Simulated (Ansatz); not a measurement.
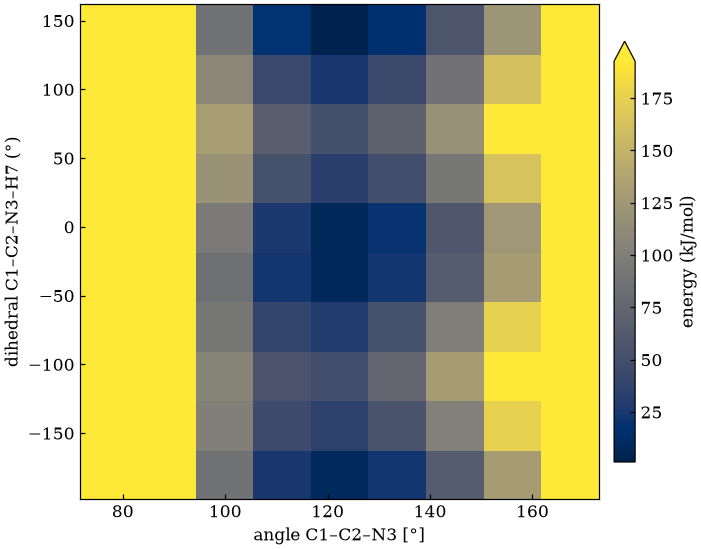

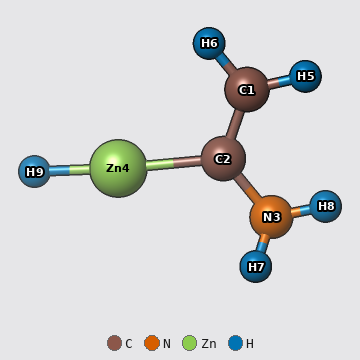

Energy landscape of C₂H₅NZn, SMILES C=[C](N)[ZnH]. The first coordinate is: angle C1–C2–N3; the second: dihedral C1–C2–N3–H7. Nothing is relaxed (all other coordinates rigid). The grid has 9 × 10 points. All energies are given in kJ/mol relative to the relaxed molecule at the same level. Energies and slopes of some neighbouring points disagree (a jump in structure or state, or too coarse a mesh). Level of theory: RKS PBE-D4/def2-TZVP (Ansatz 0.2.0).

Drawn: one coloured cell a grid point, one colour for all values above the top of the scale. The second picture is the structure at the lowest point.

### Describe this landscape.

The lowest grid point is at angle C1–C2–N3 = 122.3°, dihedral C1–C2–N3–H7 = 144°, 1.1 kJ/mol from the relaxed molecule at the same level. Other grid points that lie below all their neighbours: angle C1–C2–N3 = 122.3°, dihedral C1–C2–N3–H7 = 0° (6 kJ/mol higher). The highest grid point, angle C1–C2–N3 = 77.3°, dihedral C1–C2–N3–H7 = 0°, lies 619 kJ/mol above the lowest.

Each point was launched as `ansatz run input.yaml --threads 1 --pin off --max-ram 2560MiB --backend cpu --events-out ev --progress --plain --runs-dir out`. The whole map (90 points run) took 9.3 min on 1 thread of Arm Neoverse V2, on a shared host.
